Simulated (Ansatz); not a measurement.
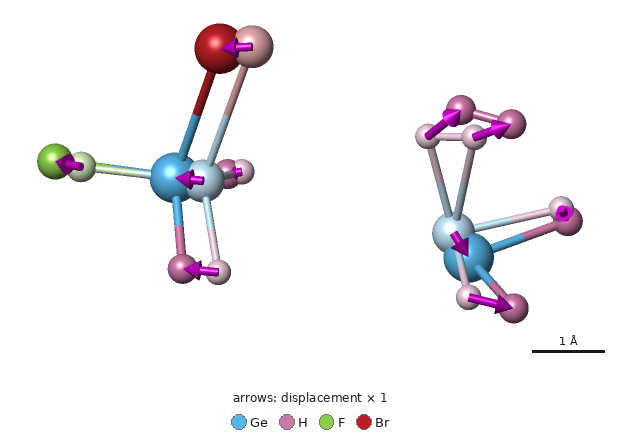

A relaxation of Ge2H6BrF. The starting structure is drawn faded, the final one solid; purple arrows show the displacements, at their true length. The two geometries are superimposed by the best rigid fit.

A ball-and-stick model, seen at a tilt.

The run prepares an end point of a later path (reaction) calculation, from a guessed geometry.

The calculation used RHF/def2-SVP in Ansatz 0.2.0.

Input
```yaml
crystal:
  periodic: [false, false, false]
  atoms:
    - { symbol: Ge, position_ang: [-0.476999, -0.190549, -0.580856] }
    - { symbol: Ge, position_ang: [0.375023, 0.576488, 2.840172] }
    - { symbol: H, position_ang: [-1.179906, -0.150952, 3.599446] }
    - { symbol: H, position_ang: [0.994483, -0.667972, 3.566032] }
    - { symbol: H, position_ang: [0.211164, 1.487731, 4.099487] }
    - { symbol: H, position_ang: [0.613109, -1.095416, -0.040784] }
    - { symbol: H, position_ang: [-0.262695, 1.306525, -0.664934] }
    - { symbol: F, position_ang: [-0.766808, -0.720934, -2.192424] }
    - { symbol: Br, position_ang: [-2.528218, -0.646477, 0.528953] }
    - { symbol: H, position_ang: [-1.143053, -0.004543, 2.824108] }
basis:
  gaussian: { orbitals: def2-SVP }
hamiltonian:
  xc: hf
relax:
  f_tol: 0.03
  max_steps: 50
```

Command:
```bash
ansatz run input.yaml --threads 4 --pin off --max-ram 5120MiB --backend cpu --events-out ev --progress --plain --runs-dir out
```

**Atoms of which element are displaced furthest, and by how much?**

Hydrogen: up to 0.80 Å, against 0.50 Å for fluorine.

**What did the optimiser do to the structure, and how much energy did it gain?**

The largest move after the best rigid fit is that of H10, 0.80 Å. Largest moves by element: H 0.80 Å, F 0.50 Å, Br 0.46 Å, Ge 0.41 Å. Near-neighbour distances that change, for instance: Ge2–H10 1.626 → 2.456 Å, Ge2–H3 1.877 → 2.471 Å, Ge1–Br9 2.376 → 2.307 Å, H3–H10 0.790 → 0.752 Å. Bonds break, among them: Ge2–H10 (1.63 → 2.46 Å), Ge2–H3 (1.88 → 2.47 Å). Among the angles between lasting bonds that change: H4–Ge2–H5 97.5° → 94.4°, H6–Ge1–H7 120.5° → 117.7°, F8–Ge1–Br9 103.5° → 105.9°. The energy falls by 13.6 kcal/mol in 12 geometry steps. Largest force component: 2.2 eV/Å at the start, 0.0047 eV/Å at the end. Cost: 50 s on 4 threads of Arm Neoverse N1, with other jobs on the host, peak memory 0.42 GiB.

Limits of the set-up: the start holds two separate molecules, 2.8 Å apart at their closest, whose relative position is a soft coordinate and is computed without a dispersion correction; Hartree-Fock leaves out electron correlation.
